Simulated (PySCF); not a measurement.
# C₂H₁₄OSi₄: geometry, NMR shifts and electronic excitations

What NMR shifts and electronic excitations should C₂H₁₄OSi₄ (`CCO[Si@@H]([SiH3])[SiH2][SiH3]`) show?

The runs use PySCF 2.14.0, with density-fitted response routines of our own; the level of theory stands in each step. All values are computed, except where a source is named. Atoms count from 0, in the outputs and in this text.

**1. The molecule as given**

21 atoms, charge 0, multiplicity 1; geometry from: GFN2-xTB.

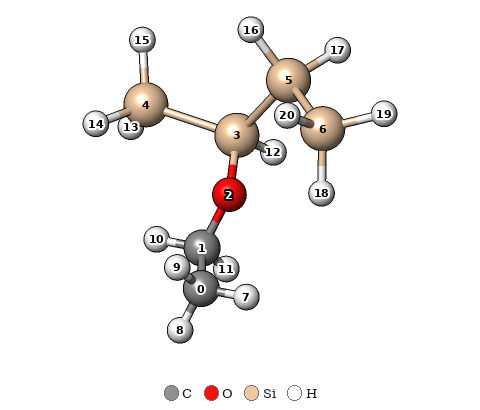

The starting geometry (carbon grey, oxygen red, silicon light orange, hydrogen white), atoms numbered.

**2. Optimising the geometry at PBE0-D3(BJ)/def2-SVP**

Job settings and geometry (Å):

```
{"job": {"xc": "PBE0", "basis": "def2-SVP", "d3": "d3bj", "grid": 1, "kind": "geom"}, "charge": 0, "multiplicity": 1}
C     -2.116214    -1.945319     0.110209
C     -1.904313    -0.480483    -0.238008
O     -0.545683    -0.175713    -0.184397
Si     0.175317     1.280855    -0.372594
Si    -0.756156     2.855463     1.058333
Si     2.342103     0.524292    -0.115156
Si     2.693144    -1.767764    -0.105967
H     -1.576744    -2.573428    -0.594279
H     -3.173891    -2.190234     0.069455
H     -1.739556    -2.146466     1.109959
H     -2.451773     0.162950     0.464356
H     -2.282396    -0.271079    -1.247014
H     -0.122027     1.738061    -1.756121
H     -1.833794     3.674388     0.484526
H     -1.357865     2.248114     2.255089
H      0.258506     3.795679     1.541936
H      2.883946     1.116240     1.124977
H      3.178070     1.171171    -1.144090
H      1.536972    -2.506088    -0.621034
H      3.834641    -2.195987    -0.924845
H      2.948793    -2.297710     1.238895
```

The log of the run:

```text
step   0  E = -1316.69680761  max force = 0.025103
step   1  E = -1316.70744309  max force = 0.008755
step   2  E = -1316.70871144  max force = 0.005656
step   3  E = -1316.70940073  max force = 0.001258
step   4  E = -1316.70960654  max force = 0.001921
step   5  E = -1316.71028038  max force = 0.005092
step   6  E = -1316.71080295  max force = 0.006852
step   7  E = -1316.71131805  max force = 0.004428
step   8  E = -1316.71209884  max force = 0.002142
step   9  E = -1316.71218660  max force = 0.001624
step  10  E = -1316.71229824  max force = 0.000608
step  11  E = -1316.71231247  max force = 0.000487
step  12  E = -1316.71232821  max force = 0.000435
step  13  E = -1316.71233576  max force = 0.000495
step  14  E = -1316.71234407  max force = 0.000462
step  15  E = -1316.71235095  max force = 0.000564
step  16  E = -1316.71236463  max force = 0.000548
step  17  E = -1316.71238162  max force = 0.000461
step  18  E = -1316.71239298  max force = 0.000394
optimisation converged
```

Wall time 10 min (1 thread, shared host).

Along the way:

```csv
step,energy from step 0 (eV),largest force component (eV/Å)
0,0.0000,1.2908
1,-0.2894,0.4502
2,-0.3239,0.2908
3,-0.3427,0.0647
4,-0.3483,0.0988
5,-0.3666,0.2618
6,-0.3808,0.3523
7,-0.3948,0.2277
8,-0.4161,0.1101
9,-0.4185,0.0835
10,-0.4215,0.0313
11,-0.4219,0.0250
12,-0.4223,0.0224
13,-0.4225,0.0255
14,-0.4228,0.0238
15,-0.4230,0.0290
16,-0.4233,0.0282
17,-0.4238,0.0237
18,-0.4241,0.0203
```

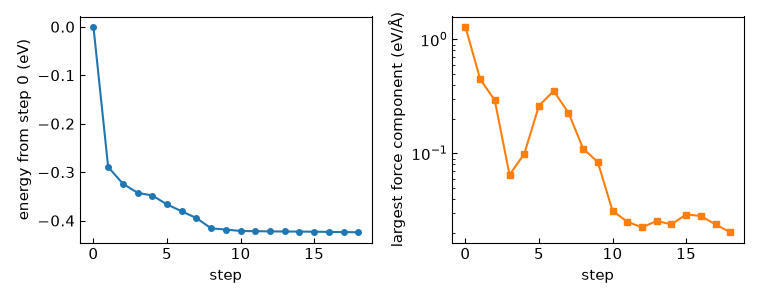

Energy and largest force along the relaxation.

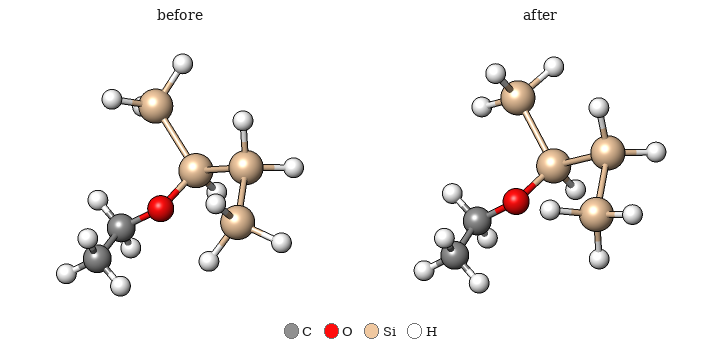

The geometry before (left) and after (right).

Close pairs (by a distance rule), those that changed most:

```csv
bond,before (Å),after (Å),change (Å)
O2–Si3,1.636,1.679,+0.043
Si3–Si5,2.309,2.344,+0.034
Si4–H15,1.465,1.497,+0.031
Si6–H18,1.465,1.494,+0.029
Si3–Si4,2.323,2.351,+0.029
Si6–H19,1.469,1.497,+0.028
Si5–Si6,2.319,2.347,+0.028
Si4–H13,1.470,1.497,+0.027
```

The final coordinates are the input of the step that follows.

```csv
at the end point,value
point group (found at 0.08 Å tolerance),C1
"rotational constants (GHz, main isotopes)","1.094, 0.824, 0.504"
dipole moment (D),1.22
```

**3. Shielding tensors: PBE0/pcSseg-1**

Job settings and geometry (Å):

```
{"job": {"kind": "nmr", "xc": "PBE0", "basis": "pcSseg-1"}, "charge": 0, "multiplicity": 1}
C     -2.161872    -2.056709     0.074860
C     -1.917579    -0.582302    -0.137915
O     -0.537623    -0.317995    -0.033838
Si     0.169629     1.169790    -0.360575
Si    -0.645155     2.856353     1.060847
Si     2.444204     0.709848    -0.031430
Si     2.583449    -1.626632    -0.197380
H     -1.631159    -2.647971    -0.686114
H     -3.235996    -2.287206     0.011599
H     -1.794844    -2.366257     1.064667
H     -2.476384     0.009676     0.613778
H     -2.294993    -0.270459    -1.131697
H     -0.099618     1.566316    -1.785583
H     -2.112348     3.094898     0.882285
H     -0.392640     2.480332     2.486586
H      0.084314     4.128918     0.762417
H      2.888565     1.167626     1.323780
H      3.289853     1.394986    -1.059396
H      1.960454    -2.073198    -1.479869
H      4.008889    -2.082667    -0.175076
H      1.862892    -2.248511     0.952668
```

Level: GIAO PBE0/pcSseg-1 NMR shielding, non-relativistic, gas phase.

The log of the run:

```text
coarse grid: 18440 points
cycle   1  E = -1316.9794170439  dE =  4.332e-02  |g| = 6.695e-01  |ddm| = 3.915e+00
cycle   2  E = -1316.7973241699  dE =  1.821e-01  |g| = 1.172e+00  |ddm| = 1.978e+00
cycle   3  E = -1317.0633742123  dE = -2.661e-01  |g| = 1.006e-01  |ddm| = 1.516e+00
cycle   4  E = -1317.0651490513  dE = -1.775e-03  |g| = 4.100e-02  |ddm| = 1.183e-01
cycle   5  E = -1317.0655510121  dE = -4.020e-04  |g| = 5.974e-03  |ddm| = 3.652e-02
cycle   6  E = -1317.0655584668  dE = -7.455e-06  |g| = 1.210e-03  |ddm| = 6.181e-03
final grid: 156536 points
cycle   7  E = -1317.1149368657  dE = -1.675e-05  |g| = 1.004e-02  |ddm| = 2.035e-02
cycle   8  E = -1317.1149177163  dE =  1.915e-05  |g| = 1.441e-02  |ddm| = 1.613e-02
cycle   9  E = -1317.1149554124  dE = -3.770e-05  |g| = 1.570e-03  |ddm| = 1.086e-02
cycle  10  E = -1317.1149559527  dE = -5.403e-07  |g| = 2.199e-04  |ddm| = 1.878e-03
cycle  11  E = -1317.1149559628  dE = -1.008e-08  |g| = 4.222e-05  |ddm| = 2.153e-04
cycle  12  E = -1317.1149559632  dE = -4.125e-10  |g| = 1.345e-05  |ddm| = 7.196e-05
converged SCF energy = -1317.1149559632

GIAO shielding tensors (ppm)
atom      isotropic    diamagn.    paramagn.     s11        s22        s33       span
  0 C      164.358     246.688     -82.331    146.555    163.198    183.320     36.765
  1 C      119.112     243.178    -124.066     88.564    102.600    166.172     77.608
  2 O      312.517     404.725     -92.208    285.621    316.284    335.646     50.025
  3 Si     357.171     882.006    -524.835    270.024    323.639    477.852    207.828
  4 Si     460.823     881.134    -420.311    447.433    464.627    470.408     22.975
  5 Si     460.956     882.983    -422.027    452.229    457.022    473.615     21.386
  6 Si     456.217     880.475    -424.258    453.109    456.209    459.332      6.222
  7 H       29.841      29.856      -0.015     26.029     28.780     34.714      8.685
  8 H       30.312      26.851       3.461     26.102     27.265     37.568     11.466
  9 H       29.844      29.985      -0.141     26.329     28.478     34.725      8.396
 10 H       27.724      31.028      -3.304     21.918     28.935     32.319     10.401
 11 H       27.869      30.483      -2.614     22.997     27.797     32.813      9.815
 12 H       25.708      30.655      -4.947     23.309     23.976     29.840      6.531
 13 H       27.370      29.461      -2.091     23.762     25.764     32.583      8.821
 14 H       27.687      30.059      -2.373     24.698     26.023     32.339      7.641
 15 H       27.970      29.133      -1.163     24.884     25.831     33.195      8.312
 16 H       27.813      30.845      -3.032     24.395     26.063     32.981      8.586
 17 H       27.819      30.311      -2.492     24.648     25.176     33.634      8.986
 18 H       27.656      29.988      -2.332     24.129     26.640     32.200      8.071
 19 H       27.591      28.338      -0.747     24.040     24.981     33.753      9.714
 20 H       27.569      30.204      -2.635     23.944     26.854     31.911      7.967
```

It took 72 s on 1 thread, shared host.

Shifts follow as δ = σ(reference) − σ, with reference shieldings (ppm) from runs at the same level and on the same kind of geometry: 1H TMS 31.27, 13C TMS 184.4, 29Si TMS 352.0, 17O H2O 334.6. The references are single molecules in the gas phase, so shifts against H2O, NH3, PH3, H3PO4 or CFCl3 are not on the usual liquid scales and can be off by tens of ppm. Atoms listed in one row are averaged.

```csv
atoms,environment,σ (ppm),δ (ppm),δ scaled to CDCl3
C1,sp3 CH2 bonded to O,119.1,65.3,62.9
C0,methyl carbon,164.4,20.1,19.0
H12,"hydrogen on a silicon bonded to O, 2 Si",25.71,5.56,–
"H18, H19, H20",hydrogen on a silicon bonded to Si,27.61,3.66,–
"H13, H14, H15",hydrogen on a silicon bonded to Si,27.68,3.59,–
H10,hydrogen on an sp3 CH2 bonded to O,27.72,3.54,3.57
H16,hydrogen on a silicon bonded to 2 Si,27.81,3.45,–
H17,hydrogen on a silicon bonded to 2 Si,27.82,3.45,–
H11,hydrogen on an sp3 CH2 bonded to O,27.87,3.40,3.44
"H7, H8, H9",hydrogen on a methyl carbon,30.00,1.27,1.42
O2,"oxygen bonded to C, Si",312.5,22.0,–
Si3,"silicon bonded to O, 2 Si, H",357.2,-5.2,–
Si6,"silicon bonded to Si, 3 H",456.2,-104.2,–
Si4,"silicon bonded to Si, 3 H",460.8,-108.8,–
Si5,"silicon bonded to 2 Si, 2 H",461.0,-109.0,–
```

The scaled column applies a straight-line fit of computed shieldings to shifts measured in CDCl3 (root-mean-square error 0.21 ppm for H, 2.0 ppm for C).

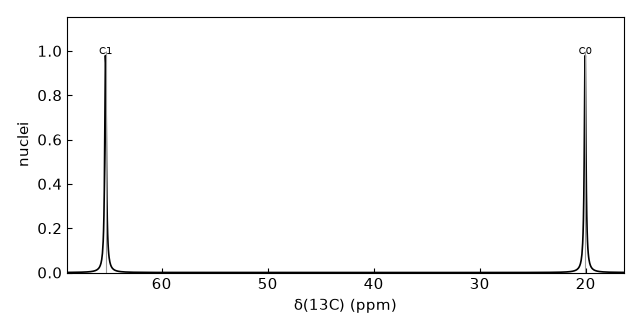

13C lines at the computed shifts, without couplings. Lines are broadened to a width of 0.18 ppm (Lorentzian).

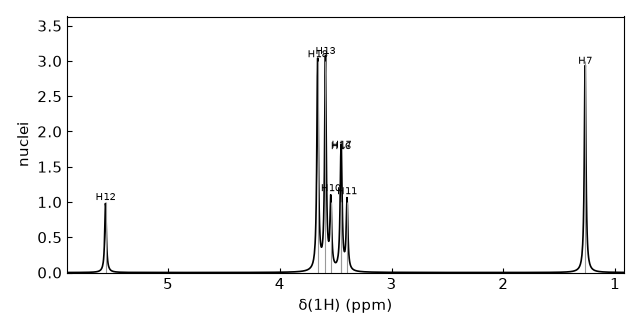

1H lines at the computed shifts, without couplings. Lines are broadened to a width of 0.02 ppm (Lorentzian).

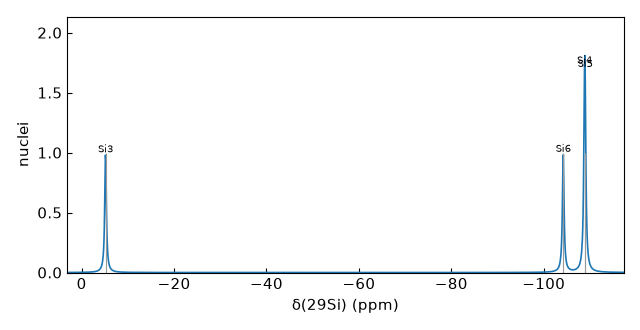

29Si lines at the computed shifts, without couplings. Lines are broadened to a width of 0.42 ppm (Lorentzian).

The run also stored atomic charges by several schemes (e):

```csv
atoms,Mulliken,IAO,Hirshfeld,ESP fit
C0,-0.29,-0.41,-0.12,-0.39
C1,0.02,-0.03,0.01,0.31
O2,-0.65,-0.63,-0.22,-0.35
Si3,0.44,0.58,0.24,0.23
Si4,0.16,0.24,0.20,0.13
Si5,-0.05,0.13,0.14,0.12
Si6,0.23,0.30,0.21,0.18
```

Hirshfeld charges:

C0 -0.12; C1 0.01; O2 -0.22; Si3 0.24; Si4 0.20; Si5 0.14; Si6 0.21; H7 0.04; H8 0.05; H9 0.04; H10 0.03; H11 0.03; H12 -0.08; H13 -0.07; H14 -0.07; H15 -0.07; H16 -0.07; H17 -0.07; H18 -0.07; H19 -0.08; H20 -0.07

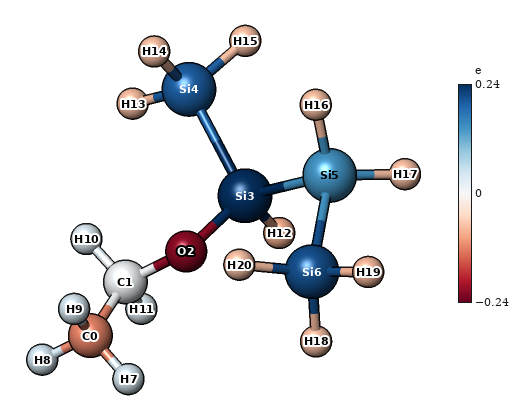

Hirshfeld charges, as colours on the atoms.

Mayer bond orders: C0–C1 1.07, C1–O2 0.89, O2–Si3 0.90, Si3–Si4 0.89, Si3–Si5 0.86, Si5–Si6 0.89.

**4. TDDFT and polarisability: CAM-B3LYP/def2-SVPD**

The job, as its differences from that of step 3:

```diff
@@ -1,2 +1,2 @@
-{"job": {"kind": "nmr", "xc": "PBE0", "basis": "pcSseg-1"}, "charge": 0, "multiplicity": 1}
+{"job": {"kind": "uv", "xc": "CAM-B3LYP", "basis": "def2-SVPD", "ip": true}, "charge": 0, "multiplicity": 1}
 C     -2.161872    -2.056709     0.074860
```

Level: TDDFT CAM-B3LYP/def2-SVPD, vertical, gas phase, core orbitals frozen in the response.

The log of the run:

```text
coarse grid: 18440 points
cycle   1  E = -1317.0413237344  dE =  4.116e-02  |g| = 6.676e-01  |ddm| = 5.481e+00
cycle   2  E = -1316.9620726987  dE =  7.925e-02  |g| = 9.603e-01  |ddm| = 1.665e+00
cycle   3  E = -1317.1355480744  dE = -1.735e-01  |g| = 6.710e-02  |ddm| = 9.456e-01
cycle   4  E = -1317.1365303239  dE = -9.822e-04  |g| = 3.019e-02  |ddm| = 1.563e-01
cycle   5  E = -1317.1367765561  dE = -2.462e-04  |g| = 4.665e-03  |ddm| = 5.694e-02
cycle   6  E = -1317.1367830561  dE = -6.500e-06  |g| = 8.580e-04  |ddm| = 1.080e-02
final grid: 156536 points
cycle   7  E = -1317.3185316742  dE = -2.052e-05  |g| = 2.760e-03  |ddm| = 5.434e-02
cycle   8  E = -1317.3185320969  dE = -4.228e-07  |g| = 2.630e-03  |ddm| = 8.695e-03
cycle   9  E = -1317.3185336359  dE = -1.539e-06  |g| = 3.493e-04  |ddm| = 3.153e-03
cycle  10  E = -1317.3185336559  dE = -2.000e-08  |g| = 1.801e-04  |ddm| = 6.192e-04
cycle  11  E = -1317.3185336627  dE = -6.803e-09  |g| = 2.520e-05  |ddm| = 2.649e-04
cycle  12  E = -1317.3185336629  dE = -2.142e-10  |g| = 5.566e-06  |ddm| = 6.030e-05
converged SCF energy = -1317.3185336629

Static polarisability (au): isotropic 150.423, principal 123.382 149.821 178.065

Singlet excitations
state   eV       nm        f      main configurations
  1   5.7392    216.0   0.09560   H->L 0.87
  2   6.4174    193.2   0.00687   H-1->L 0.64, H->L+1 0.10
  3   6.4477    192.3   0.17481   H->L+1 0.46, H-1->L 0.17, H->L+3 0.09
  4   6.7716    183.1   0.10309   H->L+2 0.61, H->L+3 0.17
  5   6.9168    179.3   0.04437   H->L+3 0.51, H->L+2 0.19, H->L+1 0.16
  6   7.2153    171.8   0.02897   H->L+5 0.29, H->L+6 0.15, H-1->L+2 0.15
  7   7.2312    171.5   0.09731   H-1->L+1 0.32, H->L+4 0.19, H->L+3 0.10
  8   7.3104    169.6   0.13860   H-2->L 0.37, H->L+7 0.17, H-1->L+2 0.08
  9   7.3619    168.4   0.08881   H-2->L 0.25, H->L+7 0.21
 10   7.4709    166.0   0.21951   H->L+5 0.28, H-1->L+1 0.17

Triplet excitations (Tamm-Dancoff, eV): 5.1025 5.7916 5.8774 6.1157
Vertical ionisation energy (delta-SCF) = 9.1047 eV
```

Wall time 9 min (1 thread, shared host).

The orbitals next to the gap, with their largest atomic shares:

```csv
orbital,eV,atoms
HOMO−3,-10.40,"O2 26 %, C1 13 %, Si3 11 %"
HOMO−2,-9.90,"Si5 29 %, Si6 19 %, O2 12 %"
HOMO−1,-9.30,"O2 28 %, Si3 16 %, Si5 12 %"
HOMO,-8.59,"Si3 23 %, Si5 19 %, Si4 19 %"
LUMO,0.34,"Si3 25 %, Si5 16 %, Si4 14 %"
LUMO+1,0.94,"Si4 23 %, Si5 15 %, Si3 14 %"
LUMO+2,1.02,"Si6 21 %, Si5 20 %, Si3 13 %"
```

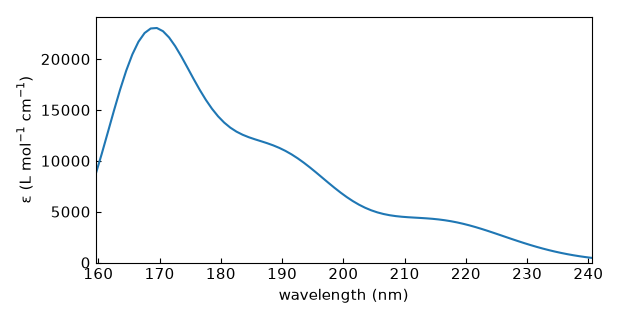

Absorption spectrum: each of the 10 states is a Gaussian band of 0.4 eV half-width at 1/e. Beyond the last state computed it falls off for lack of states.

Ground-state properties from the same run:

```csv
property,computed
dipole moment (D),1.19
polarisability (Å³),22.29
HOMO–LUMO gap (eV),8.93
−ε(HOMO) (eV),8.59
```

**5. Nuclear shieldings: wB97X-D/pcSseg-1**

The job, as its differences from that of step 4:

```diff
@@ -1,2 +1,2 @@
-{"job": {"kind": "uv", "xc": "CAM-B3LYP", "basis": "def2-SVPD", "ip": true}, "charge": 0, "multiplicity": 1}
+{"job": {"kind": "nmr", "xc": "wB97X-D", "basis": "pcSseg-1", "pop": false}, "charge": 0, "multiplicity": 1}
 C     -2.161872    -2.056709     0.074860
```

With the program's defaults for keys left out, this is: GIAO wB97X-D/pcSseg-1 NMR shielding, non-relativistic, gas phase.

The log of the run:

```text
coarse grid: 18440 points
cycle   1  E = -1317.5681072741  dE =  7.186e-02  |g| = 7.008e-01  |ddm| = 3.880e+00
cycle   2  E = -1317.5244261906  dE =  4.368e-02  |g| = 8.989e-01  |ddm| = 1.313e+00
cycle   3  E = -1317.6659248496  dE = -1.415e-01  |g| = 6.023e-02  |ddm| = 7.971e-01
cycle   4  E = -1317.6668198926  dE = -8.950e-04  |g| = 2.450e-02  |ddm| = 9.373e-02
cycle   5  E = -1317.6669775581  dE = -1.577e-04  |g| = 4.216e-03  |ddm| = 3.120e-02
cycle   6  E = -1317.6669842787  dE = -6.721e-06  |g| = 1.164e-03  |ddm| = 8.489e-03
final grid: 156536 points
cycle   7  E = -1317.7274755200  dE = -1.045e-04  |g| = 3.778e-03  |ddm| = 3.091e-02
cycle   8  E = -1317.7274781437  dE = -2.624e-06  |g| = 2.135e-03  |ddm| = 6.720e-03
cycle   9  E = -1317.7274789165  dE = -7.728e-07  |g| = 6.455e-04  |ddm| = 1.941e-03
cycle  10  E = -1317.7274790089  dE = -9.243e-08  |g| = 3.288e-04  |ddm| = 8.639e-04
cycle  11  E = -1317.7274790293  dE = -2.036e-08  |g| = 7.755e-05  |ddm| = 4.199e-04
cycle  12  E = -1317.7274790311  dE = -1.825e-09  |g| = 1.581e-05  |ddm| = 1.206e-04
cycle  13  E = -1317.7274790313  dE = -1.824e-10  |g| = 3.866e-06  |ddm| = 6.013e-05
converged SCF energy = -1317.7274790313

GIAO shielding tensors (ppm)
atom      isotropic    diamagn.    paramagn.     s11        s22        s33       span
  0 C      164.316     246.421     -82.105    146.548    163.329    183.072     36.524
  1 C      119.930     243.375    -123.445     89.526    103.413    166.853     77.327
  2 O      317.624     405.683     -88.059    292.720    320.565    339.587     46.867
  3 Si     358.571     882.326    -523.755    270.374    324.823    480.516    210.142
  4 Si     460.243     880.991    -420.749    447.611    463.987    469.130     21.520
  5 Si     461.566     882.991    -421.425    453.185    457.992    473.522     20.337
  6 Si     456.182     880.354    -424.172    453.483    456.592    458.472      4.989
  7 H       29.941      30.032      -0.091     26.125     28.891     34.808      8.683
  8 H       30.430      26.878       3.553     26.225     27.373     37.694     11.469
  9 H       29.940      30.167      -0.227     26.409     28.592     34.820      8.411
 10 H       27.894      31.370      -3.475     22.125     29.061     32.498     10.373
 11 H       28.019      30.793      -2.774     23.173     27.922     32.962      9.789
 12 H       25.948      30.999      -5.051     23.554     24.200     30.090      6.537
 13 H       27.545      29.589      -2.044     23.972     25.951     32.711      8.740
 14 H       27.821      30.242      -2.420     24.833     26.173     32.458      7.624
 15 H       28.104      29.145      -1.041     25.006     25.968     33.338      8.332
 16 H       27.970      30.953      -2.983     24.572     26.217     33.120      8.547
 17 H       27.983      30.312      -2.329     24.829     25.331     33.789      8.960
 18 H       27.803      30.246      -2.443     24.290     26.802     32.316      8.025
 19 H       27.749      28.290      -0.541     24.194     25.165     33.888      9.694
 20 H       27.727      30.488      -2.760     24.119     27.020     32.043      7.924
```

Run time: 95 s. Hardware: 1 thread, shared host.

In short: δ C1 64.6, C0 20.2, O2 15.6, Si3 -5.6, H12 5.43, H18 3.62 ppm (means over like atoms).

**6. Side by side: NMR shifts**

Shifts (ppm) of some atoms, chosen among heavy atoms and hydrogens apart, with basis size and wall time:

```csv
run,C1,H12,H10,O2,Si3,Si6,Si4,functions,time
PBE0/pcSseg-1,65.3,5.56,3.54,22.0,-5.2,-104.2,-108.8,217,72 s
wB97X-D/pcSseg-1,64.6,5.43,3.49,15.6,-5.6,-103.3,-107.3,217,95 s
```

**7. Outcome**

```
                                                              quantity                                               value
                                                           point group                                                  C1
                                  rotational constants (main isotopes)                                1.09, 0.82, 0.50 GHz
                                13C shifts against TMS (PBE0/pcSseg-1)                                      65.3, 20.1 ppm
1H shifts against TMS (PBE0/pcSseg-1, means over atoms taken as alike)  5.56, 3.66, 3.59, 3.54, 3.45, 3.45, 3.40, 1.27 ppm
                                17O shifts against H2O (PBE0/pcSseg-1)                                            22.0 ppm
                               29Si shifts against TMS (PBE0/pcSseg-1)                    -5.2, -104.2, -108.8, -109.0 ppm
                                  lowest singlet (CAM-B3LYP/def2-SVPD)                         5.74 eV (216 nm), f = 0.096
                              brightest single state of those computed                        state 10, 7.47 eV, f = 0.220
                                                        lowest triplet                                             5.10 eV
                                     vertical ionisation energy (ΔSCF)                                             9.10 eV
                                              range of the shift of O2                                    15.6 to 22.0 ppm
```

In words: Over 18 steps the energy fell by 0.424 eV; of the close pairs, O2–Si3 changed most, 1.636 to 1.679 Å. At PBE0/pcSseg-1: Shielding is most anisotropic at Si3 (span 208 ppm, paramagnetic term -525 ppm). The first singlet state (HOMO→LUMO 0.87) lies at 5.74 eV and is bright; of the 10 states computed, the strongest absorption comes from state 10 at 7.47 eV (the last computed, so partners may be missing). The lowest triplet lies 0.64 eV below the lowest singlet (triplets in Tamm-Dancoff, singlets in full TDDFT). ΔSCF puts the ionisation energy at 9.10 eV, 0.52 eV above −ε(HOMO). In ppm, O2 moves most: its shift spreads over 6.5 ppm, from 15.6 (wB97X-D/pcSseg-1) to 22.0 (PBE0/pcSseg-1).
